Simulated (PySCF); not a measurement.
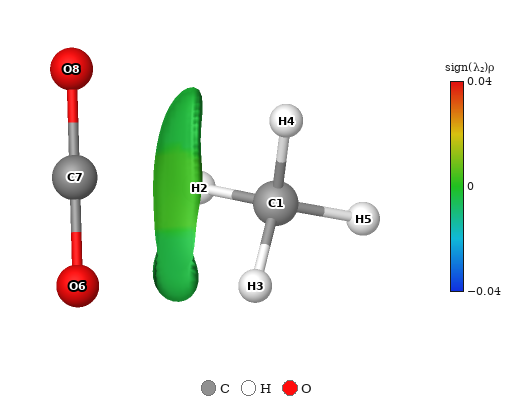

Figure. C₂H₄O₂, SMILES `C.O=C=O`. Non-covalent interaction surfaces between the fragments (reduced density gradient s = 0.5, coloured by sign(λ₂)ρ in a.u.; trimmed to the region between the fragments where ρ is under 0.06 a.u.). Fragment A: H4C (atoms 1–5); fragment B: CO2.

PySCF calculation, BP86/6-311+G**, gas phase; geometry: GFN2-xTB.

Input script:

```python
import numpy as np
from pyscf import gto, scf, dft
from pyscf.scf import atom_ks, atom_hf
from scipy.linalg import block_diag
from pyscf.dispersion import dftd3

def solve(mol, dm0=None, hcore=None):
    mf = (dft.UKS if mol.spin else dft.RKS)(mol, xc='bp86')
    mf.grids.level = 3
    mf = mf.density_fit(auxbasis='def2-universal-jkfit')
    mf.conv_tol, mf.max_cycle = 1e-8, 80
    if hcore is not None:
        mf.get_hcore = lambda *args: hcore
    mf.kernel(dm0)
    if not mf.converged:
        mf = mf.newton().run(mf.mo_coeff, mf.mo_occ, max_cycle=30)
    assert mf.converged, 'SCF not converged'
    return mf

mol = gto.M(atom='''
C     -2.44269     0.03665    -0.00004
H     -2.50175     0.26837     1.05550
H     -1.90964    -0.89548    -0.13621
H     -1.92175     0.83342    -0.51544
H     -3.44217    -0.05901    -0.40362
O      1.03959    -1.15812    -0.00019
C      1.10916    -0.01656     0.00042
O      1.18247     1.12465    -0.00013
''', basis='6-311+g**', charge=0, spin=0, verbose=4)
mol_a = gto.M(atom='''
C     -2.44269     0.03665    -0.00004
H     -2.50175     0.26837     1.05550
H     -1.90964    -0.89548    -0.13621
H     -1.92175     0.83342    -0.51544
H     -3.44217    -0.05901    -0.40362
ghost-O      1.03959    -1.15812    -0.00019
ghost-C      1.10916    -0.01656     0.00042
ghost-O      1.18247     1.12465    -0.00013
''', basis='6-311+g**', charge=0, spin=0, verbose=4)
mol_b = gto.M(atom='''
ghost-C     -2.44269     0.03665    -0.00004
ghost-H     -2.50175     0.26837     1.05550
ghost-H     -1.90964    -0.89548    -0.13621
ghost-H     -1.92175     0.83342    -0.51544
ghost-H     -3.44217    -0.05901    -0.40362
O      1.03959    -1.15812    -0.00019
C      1.10916    -0.01656     0.00042
O      1.18247     1.12465    -0.00013
''', basis='6-311+g**', charge=0, spin=0, verbose=4)
ab, a, b = solve(mol), solve(mol_a), solve(mol_b)
e_int = ab.e_tot - a.e_tot - b.e_tot
print('counterpoise-corrected interaction energy / kcal/mol', e_int * 627.5095)
def disp(atoms, charge):
    m = gto.M(atom=atoms, charge=charge, basis='sto-3g', spin=None, unit='Bohr', verbose=0)
    return dftd3.DFTD3Dispersion(m, xc='bp86', version='d3bj').get_dispersion()['energy']
e_disp = disp(mol._atom, mol.charge) - disp(mol._atom[:5], mol_a.charge) - disp(mol._atom[5:], mol_b.charge)
print('D3(BJ) part / kcal/mol', e_disp * 627.5095)
# spherically averaged free atoms, for the promolecule
atm = atom_ks.get_atm_nrks(mol, xc='bp86')
pro = block_diag(*[(atm[a[0]][2] * atm[a[0]][3]) @ atm[a[0]][2].T for a in mol._atom])
np.savez('result.npz', e_int=e_int, e_disp=e_disp, dm_a=a.make_rdm1(), dm_b=b.make_rdm1(), c=ab.mo_coeff, occ=ab.mo_occ, eps=ab.mo_energy, pro=pro, d=[f.dip_moment(verbose=0) for f in (ab, a, b)])
```

Run with:

```sh
OMP_NUM_THREADS=1 python input.py
```

The run took 19 s on 1 thread of Intel(R) Xeon(R) 6975P-C (Granite Rapids) (shared host), peak memory 0.43 GiB.

Partitions, critical points and surface values were worked out afterwards from this run's density.

> Interpret the surfaces between the fragments.

Bond critical points between the fragments: H3···O6, 2.96 Å, ρ = 0.004 a.u. It is weak and appears green (van der Waals range). The pose is a local one from a semi-empirical search, not shown to be the most stable.

> How strongly are they bound?

The counterpoise-corrected interaction energy of the frozen fragments is +0.7 kcal/mol without dispersion correction and −0.4 kcal/mol with D3(BJ). The pair geometry is semi-empirical, not a minimum at this level.
